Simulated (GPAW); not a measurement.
# Screening of a field by MoSi2As4 monolayer

Wanted: the out-of-plane polarisability of MoSi2As4 monolayer.

Program: GPAW 26.7.0. Level of theory: GPAW, PAW setups; layer in a repeated cell with vacuum, relaxation of atoms and in-plane cell, in the first sound run; inputs show where later runs differ. Results are calculated unless marked as measured.

### Step 1. Set-up

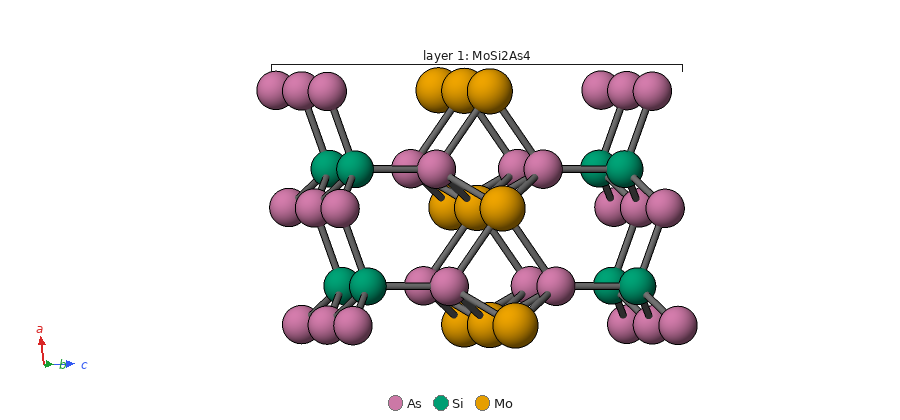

The cell as given, from the side, with the c axis across the page (arsenic pink, silicon teal, molybdenum orange). 2×2×1 cells are drawn. Bonds to atoms that aren't drawn are left out. Some periodic images of atoms are drawn too.

The cell holds 7 atoms: 4 As, 2 Si and 1 Mo. Cell: a = 3.630 Å, b = 3.630 Å, c = 24.910 Å, α = 90.0°, β = 90.0°, γ = 120.0°. Vacuum lies along c.

### Step 2. Relaxing the atoms

Forces are removed first; all later runs use this geometry.

File run.py:

```python
import json
import numpy as np
from ase import Atoms
from ase.filters import FrechetCellFilter
from ase.optimize import BFGS
from gpaw import GPAW, PW

slab = Atoms(
    ['As', 'Si', 'As', 'Mo', 'As', 'Si', 'As'],
    positions=[
        [0.00000, 0.00000, 8.00000],
        [-0.00000, 2.09578, 8.76197],
        [-0.00000, 2.09578, 10.99197],
        [0.00000, 0.00000, 12.45513],
        [-0.00000, 2.09578, 13.91829],
        [-0.00000, 2.09578, 16.14829],
        [0.00000, 0.00000, 16.91026]],
    cell=[[3.63, 0.0, 0.0], [-1.815, 3.14367, 0.0], [0.0, 0.0, 24.9103]],
    pbc=[True, True, True])

slab.calc = GPAW(mode=PW(600), xc='PBE', kpts={'size': (9, 9, 1), 'gamma': True},
                 occupations={'name': 'fermi-dirac', 'width': 0.05}, nbands='200%',
                 convergence={'density': 1e-05}, maxiter=200,
                 symmetry={'tolerance': 1e-3}, txt='slab.txt')
result = {}
# The in-plane cell is free; stress needs a cell that repeats along all three vectors
path = []
opt = BFGS(FrechetCellFilter(slab, mask=[1, 1, 0, 0, 0, 1]), maxstep=0.2)
opt.attach(lambda: path.append((slab.get_potential_energy(), slab.positions.tolist(), slab.get_forces().tolist())))
result['relaxed'] = bool(opt.run(fmax=0.02, steps=45))
result['path'] = path
result['cell'] = slab.cell.tolist()
print('in-plane lattice', slab.cell.cellpar().round(4)[[0, 1, 5]])
energy = slab.get_potential_energy()
fermi = slab.calc.get_fermi_level()
v = slab.calc.get_electrostatic_potential().mean((0, 1)) - fermi
n = slab.calc.get_pseudo_density().mean((0, 1))
L = slab.cell[2, 2]
z = np.arange(len(v)) * L / len(v)
low, high = slab.positions[:, 2].min(), slab.positions[:, 2].max()
below, above = np.interp([low - 5.8, high + 5.8], z, v)
slopes = [np.interp(x, z, np.gradient(v, z)) for x in (low - 5.8, high + 5.8)]
eps = np.array([[slab.calc.get_eigenvalues(k, s) for k in range(len(slab.calc.get_ibz_k_points()))]
                for s in range(slab.calc.get_number_of_spins())]) - fermi
top, bottom = eps[eps < 0].max(), eps[eps > 0].min()
dipole = slab.get_dipole_moment()[2]
print(f'energy {energy:.4f} eV, Fermi level {fermi:.4f} eV, dipole {dipole:.5f} e A')
print(f'potential 5.8 A off the faces, from the Fermi level: lower {below:.4f} eV, upper {above:.4f} eV')
print(f'slope of the potential there: lower {slopes[0]:.5f}, upper {slopes[1]:.5f} eV/A')
print(f'nearest levels on the mesh: {top:.4f} and {bottom:.4f} eV')
print('magnetic moment', round(slab.get_magnetic_moment(), 3))
result.update(energy=energy, fermi=fermi, dipole=dipole, below=below, above=above, slopes=slopes, edges=[top, bottom],
              z=z.tolist(), v=v.tolist(), n=n.tolist(), positions=slab.positions.tolist(),
              forces=slab.get_forces(apply_constraint=False).tolist(), moments=slab.get_magnetic_moments().tolist())
json.dump(result, open('result.json', 'w'))
```

The run is started by

```console
> OMP_NUM_THREADS=1 OPENBLAS_NUM_THREADS=1 python run.py
```

Log:

```text
Step          Energy          fmax
BFGS:    0      -39.934114        3.364297
BFGS:    1      -40.350002        2.866184
BFGS:    2      -41.064827        1.311012
BFGS:    3      -41.114588        0.983110
BFGS:    4      -41.311920        0.794960
BFGS:    5      -41.418554        0.601043
BFGS:    6      -41.462808        0.343583
BFGS:    7      -41.473051        0.381743
BFGS:    8      -41.483795        0.383094
BFGS:    9      -41.497191        0.328892
BFGS:   10      -41.510606        0.308135
BFGS:   11      -41.520248        0.265100
BFGS:   12      -41.523942        0.122752
BFGS:   13      -41.524717        0.027195
BFGS:   14      -41.524801        0.006105
in-plane lattice [  3.6106   3.6106 120.    ]
energy -41.5248 eV, Fermi level 1.2683 eV, dipole -0.00099 e A
potential 5.8 A off the faces, from the Fermi level: lower 4.5868 eV, upper 4.5886 eV
slope of the potential there: lower -0.00058, upper -0.00051 eV/A
nearest levels on the mesh: -0.3810 and 0.3761 eV
magnetic moment 0.0
```

The job ended after 51 min (1 thread of Arm Neoverse N1, shared host; peak memory 0.63 GiB).

Numbers from this step:

```yaml
dipole_along_the_normal: -9.92e-4 e·Å
levels_nearest_the_fermi_level_on_the_mesh: -0.3810, 0.3761 eV from the Fermi level
```

The electrostatic potential energy of an electron (without an applied field's), less the Fermi level, planar mean oscillates, so the rows of the table below give means over windows of 2.5 Å about each position, cut where the curve ends. Its maxima inside the range that stand out by 2 % of the span (Å: eV): 8.1: -9.80, 9.8: 1.62, 11.7: -5.93, 13.2: -5.93, 15.1: 1.63, 16.8: -9.80. Its minima: 7.5: -14.9, 8.6: -11.8, 11.0: -13.5, 12.5: -17.2, 13.9: -13.5, 16.3: -11.8, 17.4: -14.9.

Electrostatic potential energy of an electron (without an applied field's), less the Fermi level, planar mean against z; means over each step:

| z (Å) | electrostatic potential energy of an electron (without an applied field's), less the Fermi level, planar mean (eV) |
| --- | --- |
| 0.0 | 4.59 |
| 2.5 | 4.59 |
| 5.0 | 4.37 |
| 7.5 | -8.13 |
| 10.0 | -4.62 |
| 12.5 | -10.1 |
| 15.0 | -4.61 |
| 17.5 | -7.62 |
| 20.0 | 4.43 |
| 22.5 | 4.59 |

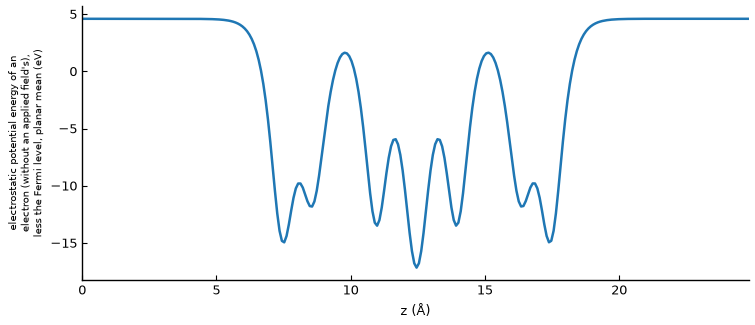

Electrostatic potential energy of an electron (without an applied field's), less the Fermi level, planar mean, plotted against z.

The pseudo valence density, planar mean oscillates, so the rows of the table below give means over windows of 1 Å about each position, cut where the curve ends. Its maxima inside the range that stand out by 2 % of the span (Å: e/Å³): 7.1: 0.259, 8.0: 0.399, 10.6: 0.251, 12.5: 1.27, 14.4: 0.251, 17.0: 0.399, 17.8: 0.259. Its minima: 7.4: 0.183, 9.7: 0.130, 10.9: 0.171, 14.0: 0.171, 15.2: 0.130, 17.5: 0.183.

The pseudo valence density, planar mean by z; means over each step:

| z (Å) | pseudo valence density, planar mean (e/Å³) |
| --- | --- |
| 3 | 9.9e-6 |
| 4 | 1.6e-4 |
| 5 | 0.00269 |
| 6 | 0.0432 |
| 7 | 0.208 |
| 8 | 0.325 |
| 9 | 0.179 |
| 10 | 0.170 |
| 11 | 0.255 |
| 12 | 0.729 |
| 13 | 0.657 |
| 14 | 0.243 |
| 15 | 0.161 |
| 16 | 0.191 |
| 17 | 0.320 |
| 18 | 0.200 |
| 19 | 0.0336 |
| 20 | 0.00210 |
| 21 | 1.3e-4 |

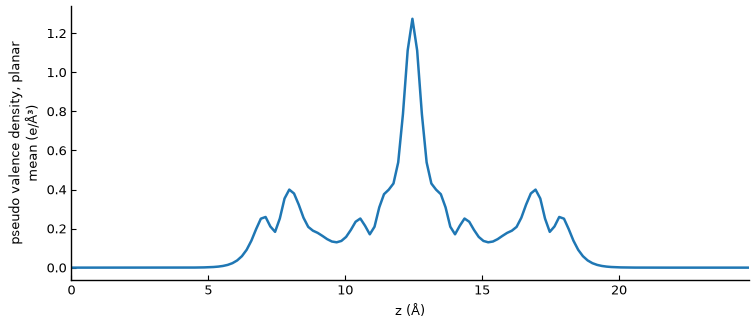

Pseudo valence density, planar mean, plotted against z.

The relaxation lowered the energy of the cell by 1.59 eV (energies extrapolated to zero smearing; the optimiser's log prints free energies). The largest force left on a free atom is 0.0061 eV/Å.

### Step 3. The slab's potential

The work function is the vacuum plateau of the electrostatic potential less the Fermi level; a dipole layer lets the two faces have plateaus of their own.

This step: GPAW, PAW setups; slab in vacuum (GPAW 26.7.0).

The cell differs from the one that the last finished run ended in (c 24.910 → 26.000 Å).

run.py: that of step 2 with these lines changed.

```diff
@@ -3,4 +3,2 @@
 from ase import Atoms
-from ase.filters import FrechetCellFilter
-from ase.optimize import BFGS
 from gpaw import GPAW, PW
@@ -10,25 +8,18 @@
     positions=[
-        [0.00000, 0.00000, 8.00000],
-        [-0.00000, 2.09578, 8.76197],
-        [-0.00000, 2.09578, 10.99197],
-        [0.00000, 0.00000, 12.45513],
-        [-0.00000, 2.09578, 13.91829],
-        [-0.00000, 2.09578, 16.14829],
-        [0.00000, 0.00000, 16.91026]],
-    cell=[[3.63, 0.0, 0.0], [-1.815, 3.14367, 0.0], [0.0, 0.0, 24.9103]],
-    pbc=[True, True, True])
+        [-0.00000, 0.00000, 8.00000],
+        [0.00000, 2.08460, 9.12704],
+        [0.00000, 2.08460, 11.50288],
+        [0.00000, 0.00000, 12.99980],
+        [0.00000, 2.08460, 14.49672],
+        [0.00000, 2.08460, 16.87256],
+        [-0.00000, 0.00000, 17.99960]],
+    cell=[[3.61064, -0.0, 0.0], [-1.80532, 3.1269, 0.0], [0.0, 0.0, 25.9996]],
+    pbc=[True, True, False])
 
-slab.calc = GPAW(mode=PW(600), xc='PBE', kpts={'size': (9, 9, 1), 'gamma': True},
+slab.calc = GPAW(mode=PW(400), xc='PBE', kpts={'size': (9, 9, 1), 'gamma': True},
                  occupations={'name': 'fermi-dirac', 'width': 0.05}, nbands='200%',
                  convergence={'density': 1e-05}, maxiter=200,
+                 poissonsolver={'dipolelayer': 'xy'},
                  symmetry={'tolerance': 1e-3}, txt='slab.txt')
 result = {}
-# The in-plane cell is free; stress needs a cell that repeats along all three vectors
-path = []
-opt = BFGS(FrechetCellFilter(slab, mask=[1, 1, 0, 0, 0, 1]), maxstep=0.2)
-opt.attach(lambda: path.append((slab.get_potential_energy(), slab.positions.tolist(), slab.get_forces().tolist())))
-result['relaxed'] = bool(opt.run(fmax=0.02, steps=45))
-result['path'] = path
-result['cell'] = slab.cell.tolist()
-print('in-plane lattice', slab.cell.cellpar().round(4)[[0, 1, 5]])
 energy = slab.get_potential_energy()
```

Log:

```text
energy -41.4952 eV, Fermi level 1.0236 eV, dipole -0.00013 e A
potential 5.8 A off the faces, from the Fermi level: lower 4.5873 eV, upper 4.5873 eV
slope of the potential there: lower -0.00005, upper 0.00005 eV/A
nearest levels on the mesh: -0.3810 and 0.3762 eV
magnetic moment 0.0
```

Elapsed: 2 min, on 1 thread; peak memory 0.25 GiB.

Numbers from this step:

* dipole along the normal: -1.35e-4 e·Å
* levels nearest the Fermi level on the mesh: -0.3810, 0.3762 eV from the Fermi level
* upper work function: 4.587 eV
* lower work function: 4.587 eV
* upper ionisation energy: 4.968 eV

The electrostatic potential energy of an electron (without an applied field's), less the Fermi level, planar mean oscillates, so the rows of the table below give means over windows of 2 Å about each position, cut where the curve ends. Its maxima inside the range that stand out by 2 % of the span (Å: eV): 8.7: -9.78, 10.3: 1.61, 12.2: -5.99, 13.8: -5.99, 15.7: 1.61, 17.3: -9.78. Its minima: 8.0: -15.0, 9.1: -11.8, 11.5: -13.4, 13.0: -17.2, 14.5: -13.4, 16.9: -11.8, 18.0: -15.0.

Electrostatic potential energy of an electron (without an applied field's), less the Fermi level, planar mean against z; means over each step:

| z (Å) | electrostatic potential energy of an electron (without an applied field's), less the Fermi level, planar mean (eV) |
| --- | --- |
| 0 | 4.59 |
| 2 | 4.59 |
| 4 | 4.59 |
| 6 | 4.12 |
| 8 | -8.74 |
| 10 | -3.19 |
| 12 | -10.3 |
| 14 | -10.3 |
| 16 | -3.19 |
| 18 | -8.74 |
| 20 | 4.12 |
| 22 | 4.59 |
| 24 | 4.59 |

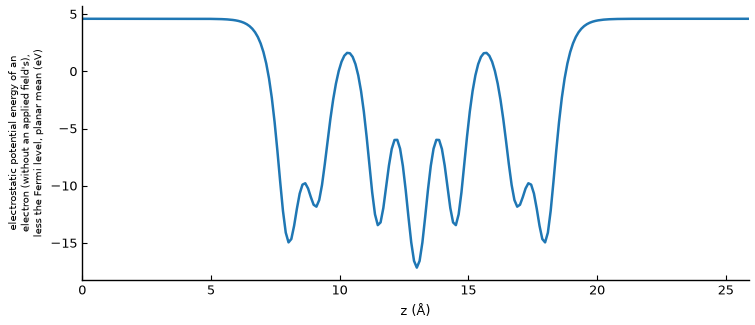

Electrostatic potential energy of an electron (without an applied field's), less the Fermi level, planar mean against z.

The pseudo valence density, planar mean oscillates, so the rows of the table below give means over windows of 2 Å about each position, cut where the curve ends. Its maxima inside the range that stand out by 2 % of the span (Å: e/Å³): 7.6: 0.264, 8.4: 0.394, 11.0: 0.252, 13.0: 1.27, 14.9: 0.252, 17.5: 0.394, 18.4: 0.264. Its minima: 8.0: 0.189, 10.2: 0.130, 11.5: 0.171, 14.5: 0.171, 15.8: 0.130, 18.0: 0.189.

The pseudo valence density, planar mean by z; means over each step:

| z (Å) | pseudo valence density, planar mean (e/Å³) |
| --- | --- |
| 4 | 7.6e-5 |
| 6 | 0.0208 |
| 8 | 0.262 |
| 10 | 0.176 |
| 12 | 0.471 |
| 14 | 0.471 |
| 16 | 0.176 |
| 18 | 0.262 |
| 20 | 0.0208 |
| 22 | 7.6e-5 |

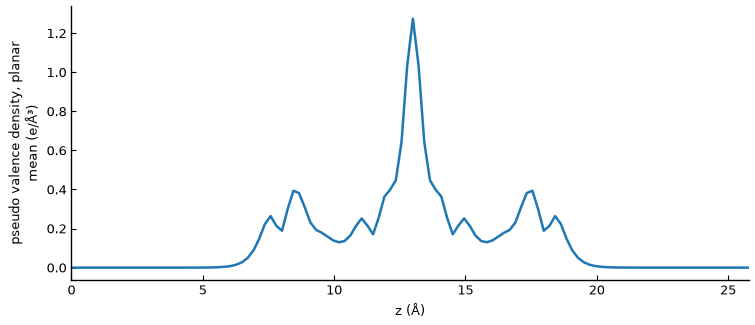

Pseudo valence density, planar mean, plotted against z.

The layer is gapped, so the Fermi level lies somewhere inside the gap, set by smearing and numerics, and these work functions are no property of the material; the band edges below the vacuum level are. The potential is flat to 5.2e-5 eV/Å where it is read, so the vacuum is wide enough.

### Step 4. Field on

A uniform field along the normal polarises the slab; the atoms stay fixed, so this is the electronic response alone.

run.py: that of step 3 with these lines changed.

```diff
@@ -4,2 +4,3 @@
 from gpaw import GPAW, PW
+from gpaw.external import ConstantElectricField
 
@@ -22,2 +23,3 @@
                  poissonsolver={'dipolelayer': 'xy'},
+                 external=ConstantElectricField(-0.2, [0, 0, 1]),
                  symmetry={'tolerance': 1e-3}, txt='slab.txt')
```

Log:

```text
energy -41.5102 eV, Fermi level 1.0218 eV, dipole -0.14999 e A
potential 5.8 A off the faces, from the Fermi level: lower 3.3888 eV, upper 5.7928 eV
slope of the potential there: lower -0.00004, upper 0.00006 eV/A
nearest levels on the mesh: -0.3812 and 0.3761 eV
magnetic moment 0.0
```

The job ended after 9.6 min (1 thread; peak memory 0.44 GiB).

This step gave:

- dipole along the normal: -0.1500 e·Å
- levels nearest the Fermi level on the mesh: -0.3812, 0.3761 eV from the Fermi level
- potential below the slab, the applied field's own ramp left out: 3.389 eV from the Fermi level
- potential above the slab, the applied field's own ramp left out: 5.793 eV from the Fermi level

The electrostatic potential energy of an electron (without an applied field's), less the Fermi level, planar mean oscillates, so the rows of the table below give means over windows of 1.73 Å about each position, cut where the curve ends. Its maxima inside the range that stand out by 2 % of the span (Å: eV): 8.7: -10.6, 10.3: 1.09, 12.2: -6.14, 13.9: -5.84, 15.7: 2.12, 17.3: -8.97, 25.6: 5.79. Its minima: 8.0: -15.9, 9.1: -12.6, 11.5: -13.7, 13.0: -17.2, 14.5: -13.1, 16.9: -11.1, 18.0: -14.0.

Electrostatic potential energy of an electron (without an applied field's), less the Fermi level, planar mean against z; means over each step:

| z (Å) | electrostatic potential energy of an electron (without an applied field's), less the Fermi level, planar mean (eV) |
| --- | --- |
| 0.86 | 3.52 |
| 2.59 | 3.39 |
| 4.32 | 3.39 |
| 6.05 | 2.98 |
| 7.78 | -8.84 |
| 9.51 | -6.28 |
| 11.24 | -6.91 |
| 12.97 | -10.9 |
| 14.70 | -6.47 |
| 16.43 | -4.66 |
| 18.16 | -7.23 |
| 19.89 | 5.27 |
| 21.62 | 5.79 |
| 23.35 | 5.79 |
| 25.08 | 5.72 |

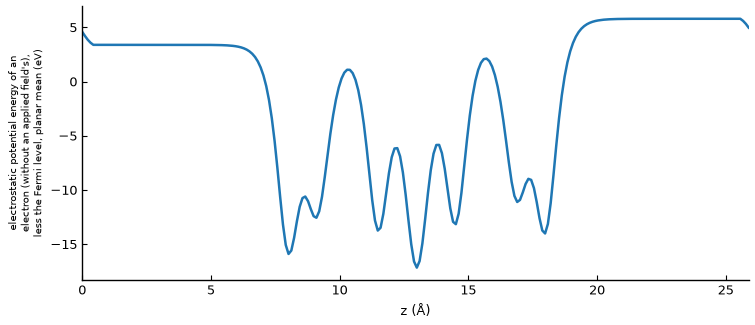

Electrostatic potential energy of an electron (without an applied field's), less the Fermi level, planar mean against z.

The dipole is now -0.150 e Å, against -1.3e-4 in the run without a field.

### Step 5. Field on

run.py: that of step 4 with these lines changed.

```diff
@@ -23,3 +23,3 @@
                  poissonsolver={'dipolelayer': 'xy'},
-                 external=ConstantElectricField(-0.2, [0, 0, 1]),
+                 external=ConstantElectricField(-0.1, [0, 0, 1]),
                  symmetry={'tolerance': 1e-3}, txt='slab.txt')
```

Log:

```text
energy -41.4990 eV, Fermi level 1.0231 eV, dipole -0.07497 e A
potential 5.8 A off the faces, from the Fermi level: lower 3.9874 eV, upper 5.1890 eV
slope of the potential there: lower -0.00005, upper 0.00006 eV/A
nearest levels on the mesh: -0.3810 and 0.3761 eV
magnetic moment 0.0
```

Wall time 9.4 min (1 thread); peak memory 0.45 GiB.

This step gave:

```yaml
dipole_along_the_normal: -0.07497 e·Å
levels_nearest_the_fermi_level_on_the_mesh: -0.3810, 0.3761 eV from the Fermi level
potential_below_the_slab_the_applied_field_s_own_ramp_left_out: 3.987 eV from the Fermi level
potential_above_the_slab_the_applied_field_s_own_ramp_left_out: 5.189 eV from the Fermi level
```

The electrostatic potential energy of an electron (without an applied field's), less the Fermi level, planar mean oscillates, so the rows of the table below give means over windows of 2 Å about each position, cut where the curve ends. Its maxima inside the range that stand out by 2 % of the span (Å: eV): 8.7: -10.2, 10.3: 1.35, 12.2: -6.06, 13.8: -5.92, 15.7: 1.86, 17.3: -9.38. Its minima: 8.0: -15.4, 9.1: -12.2, 11.5: -13.6, 13.0: -17.2, 14.5: -13.3, 16.9: -11.5, 18.0: -14.5.

The electrostatic potential energy of an electron (without an applied field's), less the Fermi level, planar mean by z; means over each step:

| z (Å) | electrostatic potential energy of an electron (without an applied field's), less the Fermi level, planar mean (eV) |
| --- | --- |
| 0 | 4.10 |
| 2 | 3.99 |
| 4 | 3.99 |
| 6 | 3.53 |
| 8 | -9.21 |
| 10 | -3.47 |
| 12 | -10.4 |
| 14 | -10.2 |
| 16 | -2.91 |
| 18 | -8.27 |
| 20 | 4.71 |
| 22 | 5.19 |
| 24 | 5.19 |

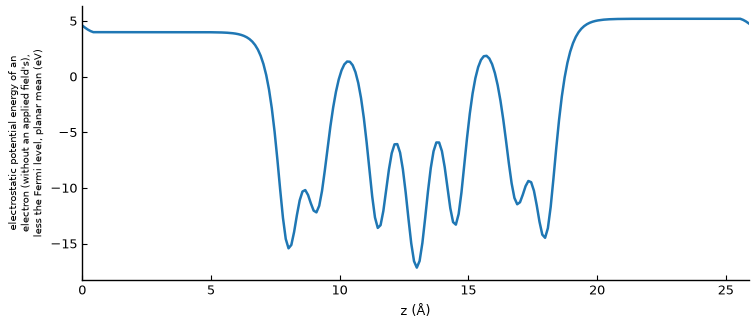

Electrostatic potential energy of an electron (without an applied field's), less the Fermi level, planar mean against z.

The dipole is now -0.0750 e Å, against -1.3e-4 in the run without a field.

### Step 6. In a field

run.py: that of step 5 with these lines changed.

```diff
@@ -23,3 +23,3 @@
                  poissonsolver={'dipolelayer': 'xy'},
-                 external=ConstantElectricField(-0.1, [0, 0, 1]),
+                 external=ConstantElectricField(-0.05, [0, 0, 1]),
                  symmetry={'tolerance': 1e-3}, txt='slab.txt')
```

Log:

```text
energy -41.4962 eV, Fermi level 1.0235 eV, dipole -0.03749 e A
potential 5.8 A off the faces, from the Fermi level: lower 4.2870 eV, upper 4.8879 eV
slope of the potential there: lower -0.00005, upper 0.00005 eV/A
nearest levels on the mesh: -0.3810 and 0.3762 eV
magnetic moment 0.0
```

The job ended after 8.9 min (1 thread; peak memory 0.45 GiB).

The electrostatic potential energy of an electron (without an applied field's), less the Fermi level, planar mean oscillates, so the rows of the table below give means over windows of 2 Å about each position, cut where the curve ends. Its maxima inside the range that stand out by 2 % of the span (Å: eV): 8.7: -9.99, 10.3: 1.48, 12.2: -6.03, 13.8: -5.96, 15.7: 1.73, 17.3: -9.58. Its minima: 8.0: -15.2, 9.1: -12.0, 11.5: -13.5, 13.0: -17.2, 14.5: -13.4, 16.9: -11.6, 18.0: -14.7.

The electrostatic potential energy of an electron (without an applied field's), less the Fermi level, planar mean by z; means over each step:

| z (Å) | electrostatic potential energy of an electron (without an applied field's), less the Fermi level, planar mean (eV) |
| --- | --- |
| 0 | 4.34 |
| 2 | 4.29 |
| 4 | 4.29 |
| 6 | 3.82 |
| 8 | -8.98 |
| 10 | -3.33 |
| 12 | -10.4 |
| 14 | -10.3 |
| 16 | -3.05 |
| 18 | -8.50 |
| 20 | 4.41 |
| 22 | 4.89 |
| 24 | 4.89 |

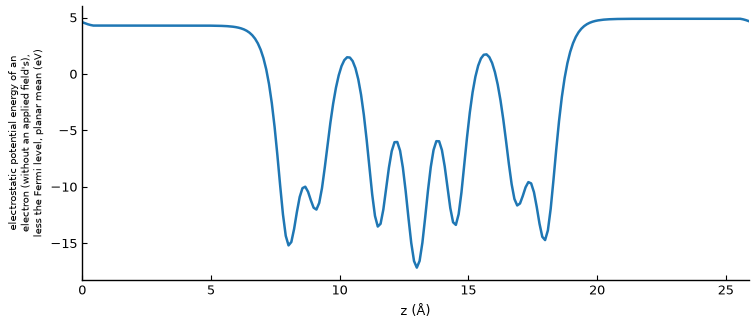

Electrostatic potential energy of an electron (without an applied field's), less the Fermi level, planar mean, plotted against z.

### Step 7. Field on

run.py: that of step 6 with these lines changed.

```diff
@@ -23,3 +23,3 @@
                  poissonsolver={'dipolelayer': 'xy'},
-                 external=ConstantElectricField(-0.05, [0, 0, 1]),
+                 external=ConstantElectricField(0.05, [0, 0, 1]),
                  symmetry={'tolerance': 1e-3}, txt='slab.txt')
```

Log:

```text
energy -41.4962 eV, Fermi level 1.0235 eV, dipole 0.03749 e A
potential 5.8 A off the faces, from the Fermi level: lower 4.8879 eV, upper 4.2870 eV
slope of the potential there: lower -0.00005, upper 0.00005 eV/A
nearest levels on the mesh: -0.3810 and 0.3762 eV
magnetic moment 0.0
```

Run time: 9 min. Hardware: 1 thread; peak memory 0.45 GiB.

(Continued in part 2 of 2.)

[Logs are printed without paths, hosts, clocks, repeated set-up lines and the standing remarks that a program may print on its own settings, such as how far it seeks lower states.]

[Hosts, paths, dates, database ids (printed as entryN), source tags and the programs' standing remarks are cut or masked in the printed files.]
